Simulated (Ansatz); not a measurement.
The figure comes from a scan of WS2 (2H-MoS2 type, space group P6_3/mmc): the cell is scaled evenly about its relaxed volume V₀. The numbers are results of PBE-D3(BJ) (plane waves to 420 eV, PAW, scalar-relativistic; Ansatz, a program for electronic structure), not measurements. k mesh 12×12×3 (Γ-centred), Fermi-Dirac smearing 0.05 eV. E stands for the smeared free energy. Spin-orbit coupling is left out, though W is heavy. WS2 is run without spin polarisation. WS2 was relaxed with its symmetry unable to fall. The zero of ΔE is the relaxed starting cell.

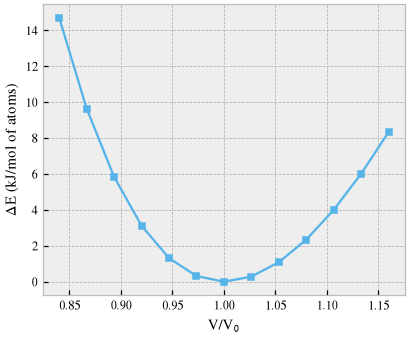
*ΔE (kJ/mol of atoms) against V/V₀; computed points joined by lines.*

### Question
Turn the plot into a table (rounded to what can be read).

### Answer
To the nearest 0.2:

```json
[
 {"V/V₀": "0.840", "ΔE (kJ/mol of atoms)": "14.8"},
 {"V/V₀": "0.867", "ΔE (kJ/mol of atoms)": "9.6"},
 {"V/V₀": "0.893", "ΔE (kJ/mol of atoms)": "5.8"},
 {"V/V₀": "0.920", "ΔE (kJ/mol of atoms)": "3.2"},
 {"V/V₀": "0.947", "ΔE (kJ/mol of atoms)": "1.4"},
 {"V/V₀": "0.973", "ΔE (kJ/mol of atoms)": "0.4"},
 {"V/V₀": "1.000", "ΔE (kJ/mol of atoms)": "0.0"},
 {"V/V₀": "1.027", "ΔE (kJ/mol of atoms)": "0.2"},
 {"V/V₀": "1.053", "ΔE (kJ/mol of atoms)": "1.0"},
 {"V/V₀": "1.080", "ΔE (kJ/mol of atoms)": "2.4"},
 {"V/V₀": "1.107", "ΔE (kJ/mol of atoms)": "4.0"},
 {"V/V₀": "1.133", "ΔE (kJ/mol of atoms)": "6.0"},
 {"V/V₀": "1.160", "ΔE (kJ/mol of atoms)": "8.4"}
]
```

(A scan under strain: stresses follow from slopes of the energy per volume, elastic moduli from its curvatures.)
